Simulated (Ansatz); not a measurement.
## Electronic structure of C$_{2}$H$_{6}$FGa···H$_{2}$ in real space

The calculation's input:

```
crystal:
  periodic: [false, false, false]
  atoms:
    - { symbol: Ga, position_ang: [0.220702, -0.350216, -0.163378] }
    - { symbol: H, position_ang: [1.039299, 1.427368, 1.882679] }
    - { symbol: C, position_ang: [0.317637, 0.888759, -1.694947] }
    - { symbol: C, position_ang: [-1.246513, -1.214727, 0.829445] }
    - { symbol: H, position_ang: [1.438781, 0.897147, 1.666566] }
    - { symbol: F, position_ang: [1.840395, -0.856714, 0.423621] }
    - { symbol: H, position_ang: [-0.208652, 1.829831, -1.47713] }
    - { symbol: H, position_ang: [1.362155, 1.118556, -1.939655] }
    - { symbol: H, position_ang: [-0.159636, 0.446637, -2.582121] }
    - { symbol: H, position_ang: [-2.081446, -0.523197, 1.009653] }
    - { symbol: H, position_ang: [-0.881516, -1.597868, 1.790894] }
    - { symbol: H, position_ang: [-1.641206, -2.065575, 0.254373] }
basis:
  gaussian: { orbitals: def2-mTZVP }
hamiltonian:
  xc: pbe
relax:
  f_tol: 0.03
  max_steps: 50
output:
  orbitals: {}
```

Launched as:

```sh
ansatz run input.yaml --threads 2 --pin off --max-ram 3072MiB --backend cpu --events-out ev --progress --plain --runs-dir out
```

The fields are those of the relaxed geometry.

All numbers below come from RKS PBE/def2-mTZVP in Ansatz 0.2.0.

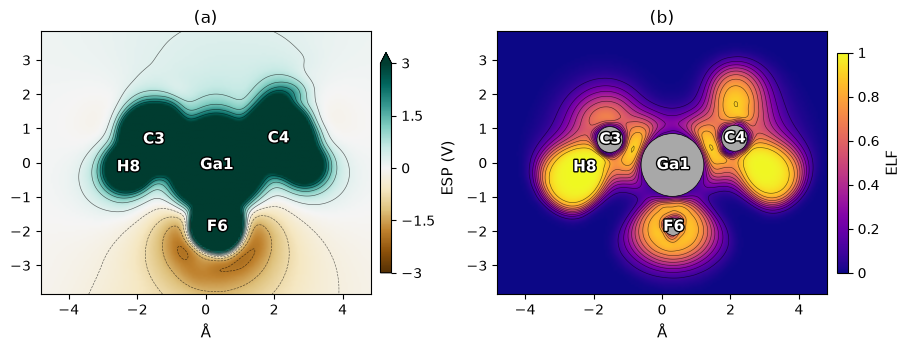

Figure 1. (a) molecular electrostatic potential; (b) electron localisation function on the plane of atoms C3, Ga1 and F6. Grey discs cover the atomic cores in the ELF map.

Question: Interpret the plot.

Answer: The plane passes through Ga, C, F and H nuclei.
Ga–F (1.81 Å): the ELF peaks at about 0.80 in the valence shell of F, 0.5 Å from its nucleus, and is about 0.20 at the midpoint.
C–Ga (1.97 Å): the ELF peaks at about 0.90 in the valence shell of C, 0.7 Å from its nucleus, and is about 0.55 at the midpoint.
C–H (1.10 Å): the ELF climbs to about 1 towards the hydrogen, as it does in any bond to H (an ordinary covalent bond to hydrogen).
The ELF also peaks beside F6, away from the bonds: lone-pair regions.
Outside the dense part of the complex the potential is most negative (−2.0 V) near F6.

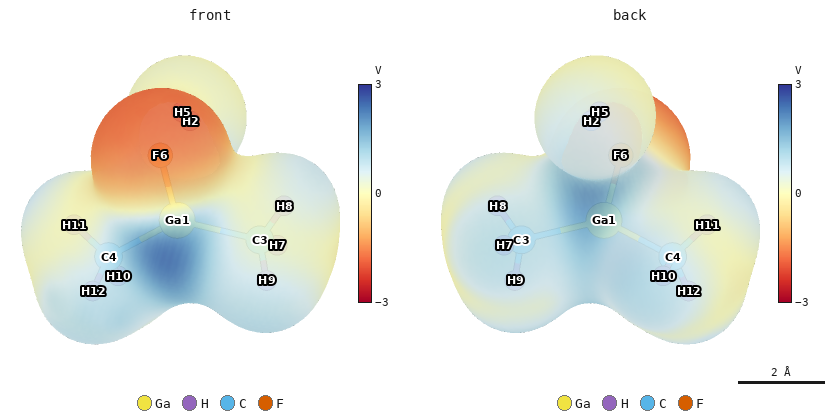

Figure 2. The electrostatic potential painted on the density surface at 0.002 e/bohr³, seen from the front and from behind; red is negative and blue positive.

Question: Describe the electrostatic potential map.

Answer: The most negative region (about −1.7 V, or −39 kcal/mol for a unit charge) lies over F6, the most positive (about +2.4 V, or +55 kcal/mol for a unit charge) over Ga1.

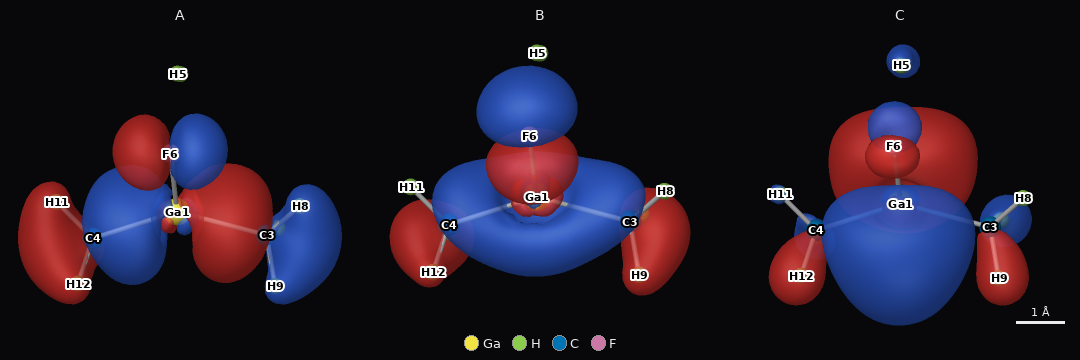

Figure 3. Three frontier orbitals at ±0.08 Å⁻³ᐟ² (blue and red are the two phases), in no order.

Question: Which picture is the HOMO−1, the HOMO and the LUMO?

Answer: B is the HOMO−1 (−8.10 eV). By Hirshfeld shares it lies mainly on F6 (about 45 %), Ga1 (about 20 %), C4 (about 10 %) and C3 (about 10 %). A is the HOMO (−6.72 eV). Its weight (Hirshfeld) is mainly on C4 (about 25 %), C3 (about 25 %), F6 (about 20 %) and Ga1 (about 20 %). C is the LUMO (−1.37 eV). It lies mainly on Ga1 (about 65 %), C3 (about 5 %), C4 (about 5 %) and F6 (about 5 %).

Question: What is the HOMO–LUMO gap?

Answer: 5.35 eV between the orbital energies.
